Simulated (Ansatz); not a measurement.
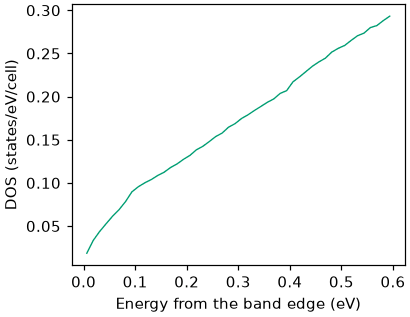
Fig. 1. Density of states of BP (F-43m) above the conduction band minimum, PBEsol, rigid bands in Ansatz (an electronic-structure program); cell volume 23.1 Å³.

Problem. What effective density of states at 300 K does this give (∫ g(E) exp(−E/k_BT) dE, both spins, divided by the cell's size)?

Solution. 4.1e19 cm⁻³, a density-of-states mass of 1.38 mₑ, valleys and band degeneracy included.

Spin-orbit coupling is left out. Geometry: cell and atoms relaxed with PBEsol.
